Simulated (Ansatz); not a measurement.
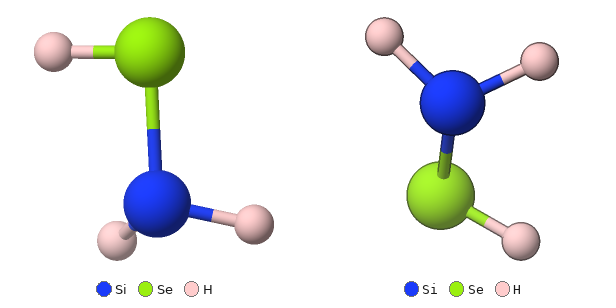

Both panels show the same species.

State: neutral, doublet. Computed geometry: PBE0-D4/def2-TZVP optimisation.

Identify the structure.

It has 5 atoms: 3 hydrogen, 1 selenium and 1 silicon (H3SeSi). As SMILES it reads `[SiH2][SeH]`. Among its groups: Si–H bond. This geometry has C1 symmetry. It is an open-shell species. Coordination: 1 Si trigonal pyramidal; 1 Se bent.

The parts below concern this one geometry. Atoms keep their numbers from picture to picture.

Geometry

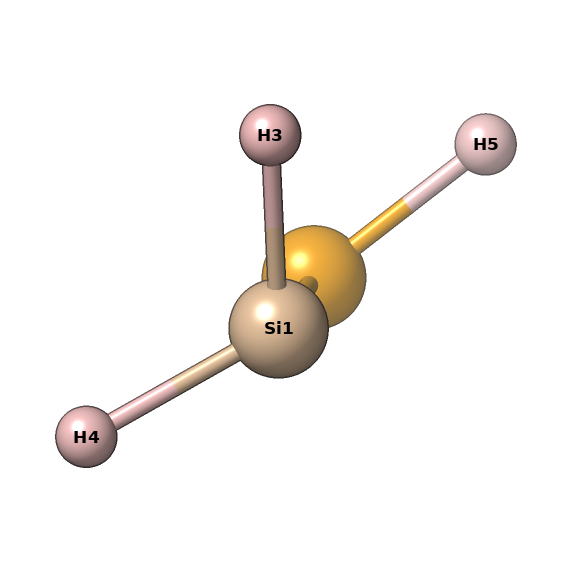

Se2 lies behind Si1. The molecule seen nearly along the Si1–Se2 bond, Si1 in front. Distant atoms are faded towards the background colour.

**What is the torsion angle H3–Si1–Se2–H5? The sign is positive where the front bond must turn clockwise to cover the back bond.**

52°, synclinal (gauche).

Vibrations

Harmonic vibrations computed with UKS PBE0-D4/def2-TZVP (Ansatz 0.2.0) at a stationary point of the same level.

**List the wavenumbers.**

9 modes: 223, 403, 510, 639, 740, 896, 2173, 2217, 2443 cm⁻¹.

Electronic properties

Level of theory: UKS ωB97M-V/def2-TZVPP (Ansatz 0.2.0).

**What is the dipole moment?**

0.75 D.

**Give the ⟨S²⟩ of the determinant at this level.**

0.753.

**Estimate the HOMO energy (Kohn–Sham orbital).**

−7.78 eV.

Charges

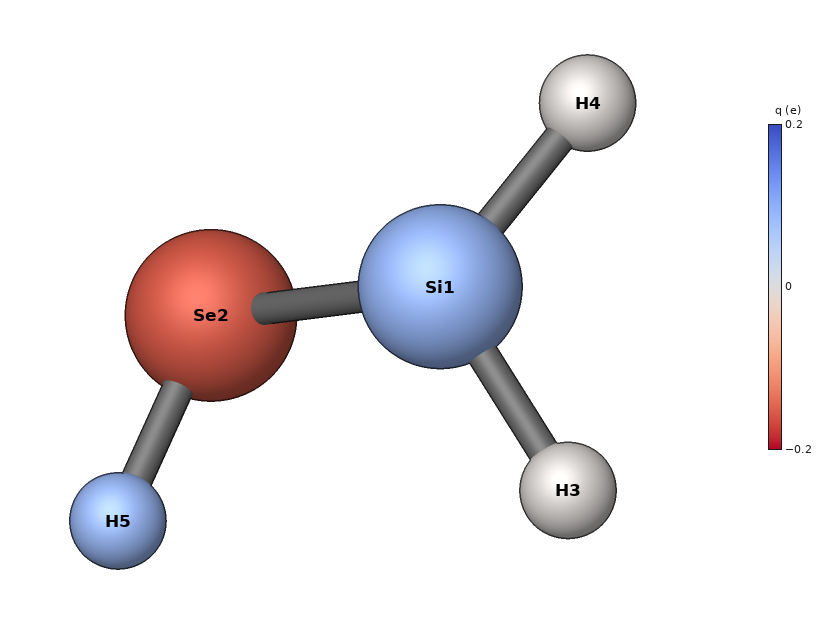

Atoms are coloured by their Mulliken charges. Properties computed with UKS ωB97M-V/def2-TZVPP (Ansatz 0.2.0).

List the Mulliken charges.

```
atom  value (e)
 Si1       0.08
 Se2      −0.15
  H3       0.00
  H4       0.00
  H5       0.08
```

Thermal motion

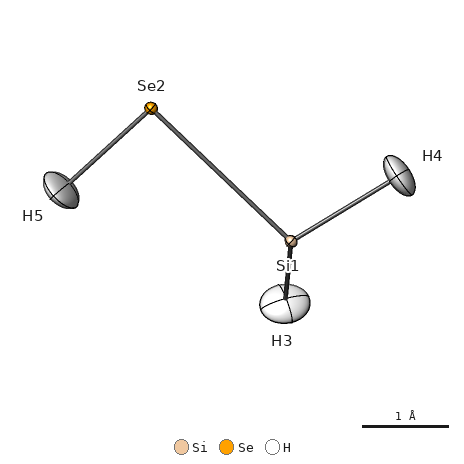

Displacement ellipsoids at the 50 % level, from the internal vibrations of the free molecule (harmonic, no overall translation or rotation; no half-axis is drawn under 0.075 Å). Vibrations computed with UKS PBE0-D4/def2-TZVP (Ansatz 0.2.0). Temperature: 298 K.

Give the displacement parameters, one line for each set of equivalent atoms.

```tsv
atom	U_eq (Å²)	rms amplitudes (Å)
Si1	0.00053	0.009, 0.011, 0.037
Se2	0.00007	0.002, 0.004, 0.014
H3	0.0241	0.087, 0.165, 0.194
H4	0.0248	0.086, 0.174, 0.191
H5	0.0440	0.082, 0.171, 0.310
```

Mulliken values depend strongly on the basis set and can even reverse the polarity of a bond.
